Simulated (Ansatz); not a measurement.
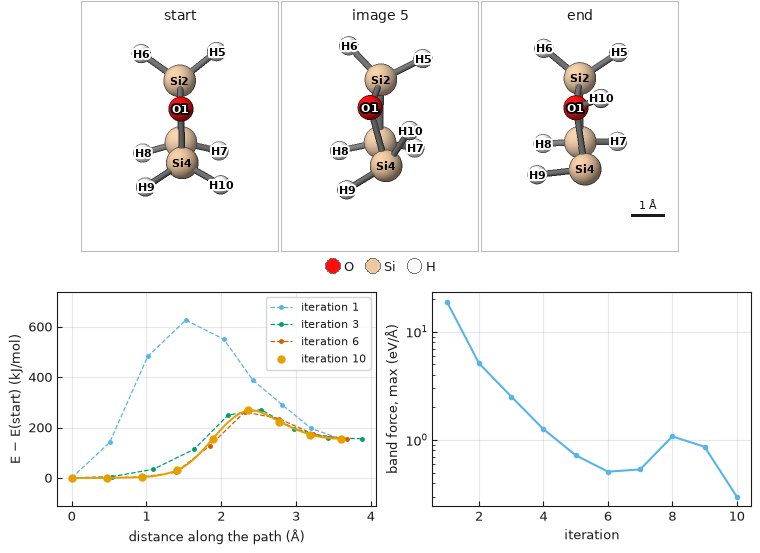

A search for the minimum-energy path of Si3H6O by the nudged elastic band. Images are numbered from 0 (start) to 8 (end). The plot follows the band through its iterations. A ball-and-stick model, seen from a free direction.

Theory: UKS revPBE-D4/STO-3G in Ansatz. Set-up: 7 movable images; climbing image; force threshold 0.5 eV/Å; iteration limit 60; starting path through a guess of the saddle point.

Question: Judge this run.

Answer: The run is converged, with reservations. The band converged in 10 iterations. The largest component of the band force went from 19 to 0.3 eV/Å. The climbing image converged on the top of the path. Its curvatures weren't checked. The force threshold is loose. The first iteration put the highest image at 625.9 kJ/mol. The energy climbs by 267.5 kJ/mol to image 5 and then falls by 112.0 kJ/mol, so the end point sits at +155.5 kJ/mol.

Limits of the set-up: STO-3G is a minimal basis, so the numbers are rough.

The run took 110 s on 1 thread of Intel(R) Xeon(R) 6975P-C (Granite Rapids), with other jobs on the host, peak memory 0.14 GiB.
